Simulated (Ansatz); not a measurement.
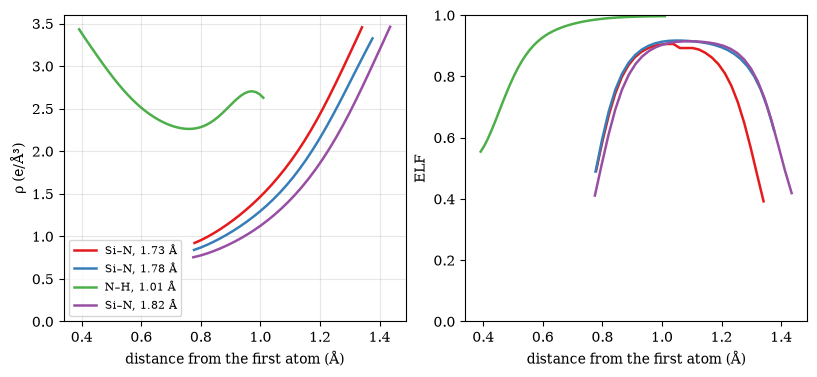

The picture shows: ClH$_{10}$N$_{2}$Si$_{3}$ (doublet). Total electron density and ELF along straight lines between neighbouring atoms. The curves leave out the atomic cores.

A transition-state structure; geometry: PBE0-D4/def2-TZVP.

Theory: UKS PBE0-D4/def2-TZVPP in Ansatz.

Input

```
crystal:
  periodic: [false, false, false]
  atoms:
    - {symbol: Si, position_ang: [0.656792, 0.826241, 1.012380]}
    - {symbol: N, position_ang: [1.188936, -0.646423, 0.079906]}
    - {symbol: Si, position_ang: [0.834139, -0.716909, -1.658330]}
    - {symbol: N, position_ang: [-0.908107, 1.263192, 0.417607]}
    - {symbol: Si, position_ang: [-2.360931, 0.325490, 0.538369]}
    - {symbol: H, position_ang: [0.606398, 0.327536, 2.412302]}
    - {symbol: H, position_ang: [2.403786, -0.373521, 0.305170]}
    - {symbol: Cl, position_ang: [3.644954, 0.417263, 0.842817]}
    - {symbol: H, position_ang: [0.990527, -1.514220, 0.571024]}
    - {symbol: H, position_ang: [1.679637, -1.778303, -2.251571]}
    - {symbol: H, position_ang: [-0.598081, -1.033093, -1.877164]}
    - {symbol: H, position_ang: [1.168910, 0.615985, -2.203515]}
    - {symbol: H, position_ang: [-0.998357, 2.210768, 0.081321]}
    - {symbol: H, position_ang: [-1.930392, -1.048437, 0.910061]}
    - {symbol: H, position_ang: [-3.292135, 0.837390, 1.578743]}
    - {symbol: H, position_ang: [-3.086077, 0.287039, -0.759021]}
basis:
  gaussian: {orbitals: def2-TZVPP}
magnetization: {spin_polarized: true, initial_magnetization: 1}
hamiltonian: {xc: pbe0, dispersion: d4}
output: {orbitals: {seedname: orbitals}}
```

Command:

```sh
ansatz run in.yaml --threads 4 --pin off --events-out ev --progress --plain --max-ram 66560MiB --backend cuda --devices 0, --max-vram 37GiB
```

> What kind of bonding do the profiles show?

Si–N (1.73 Å): ρ at the midpoint is about 1.1 e/Å³; the ELF peaks at about 0.90 between the atoms (a shared but strongly polarised pair).
Si–N (1.78 Å): ρ at the midpoint is about 1 e/Å³; the ELF peaks at about 0.90 between the atoms (a shared but strongly polarised pair).
N–H (1.01 Å): ρ is about 2.9 e/Å³ halfway; the ELF climbs to about 1 towards the hydrogen, as it does in any bond to H: a covalent bond by its length.
Si–N (1.82 Å): ρ is about 0.93 e/Å³ halfway; the ELF peaks at about 0.90 between the atoms (a polar covalent bond).
